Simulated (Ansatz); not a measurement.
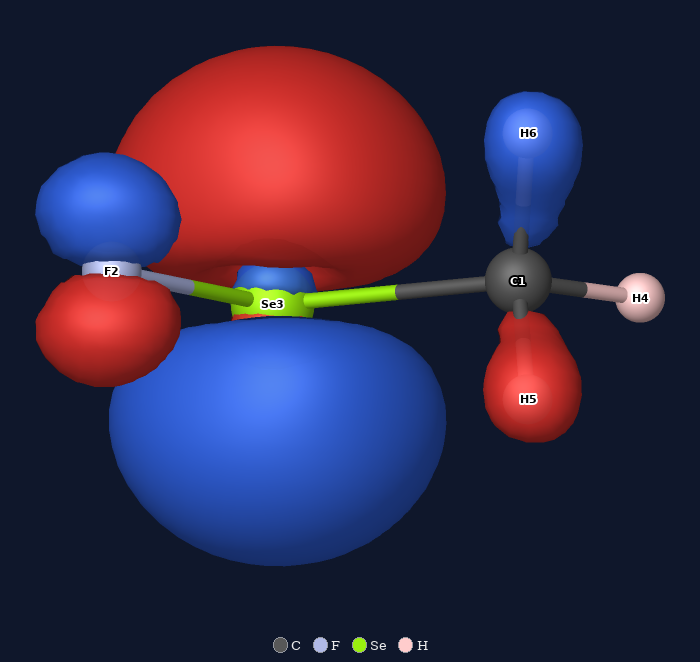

CH3FSe (SMILES C[Se]F). The HOMO at ±0.15 Å⁻³ᐟ² (blue and red are the two phases), seen from one side.

Geometry: B3LYP-D3(BJ)/def2-SVP.

Level of theory: Ansatz, isolated molecule in a Gaussian basis; Kohn-Sham density functional theory, functional PBE0.

The calculation's input:

```
crystal:
  periodic: [false, false, false]
  atoms:
    - {symbol: C, position_ang: [-2.812533, 0.926582, 0.626467]}
    - {symbol: F, position_ang: [-2.701345, -1.826803, 0.806913]}
    - {symbol: Se, position_ang: [-2.727368, -0.635655, -0.524205]}
    - {symbol: H, position_ang: [-2.837353, 1.800759, -0.043413]}
    - {symbol: H, position_ang: [-1.920245, 0.976711, 1.264526]}
    - {symbol: H, position_ang: [-3.727559, 0.901261, 1.233021]}
basis:
  gaussian:
    orbitals: def2-TZVPD
output: {forces: true, orbitals: {seedname: orbitals}}
hamiltonian:
  xc: pbe0
```

Run with:

```sh
ansatz run input.yaml --threads 1 --pin off --max-ram 2610MiB --events-out events.jsonl --progress --plain --runs-dir runs
```

Q: What is the character of this orbital?

A: Its weight (Hirshfeld) is mainly on Se3 (about 80 %) and F2 (about 10 %); largely a lone pair of Se3. Its energy is −6.65 eV.
